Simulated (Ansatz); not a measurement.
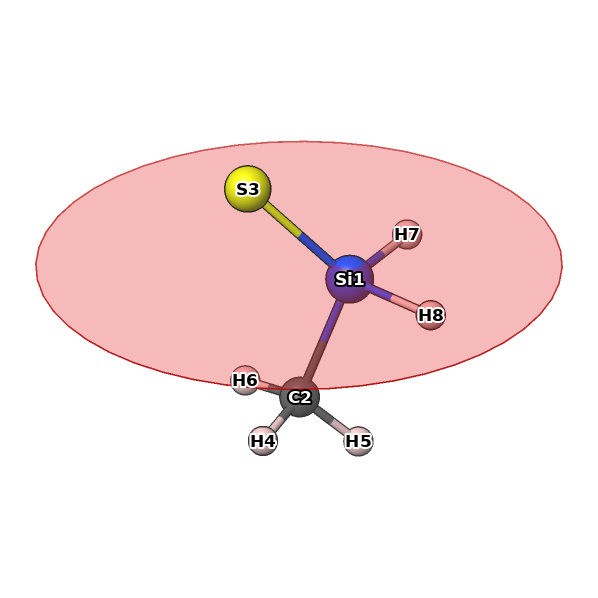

A disc through the centre of mass is drawn in. Distant atoms are faded towards the background colour. The species has charge −1 and is a spin singlet. Computed geometry: PBE-D4/def2-SVPD optimisation. No frequency run is at hand to confirm it as a minimum.

Is the plane of the disc a mirror plane of the structure?

No. The point group is Cs, with 1 mirror plane, and this plane isn't one of its mirror planes.
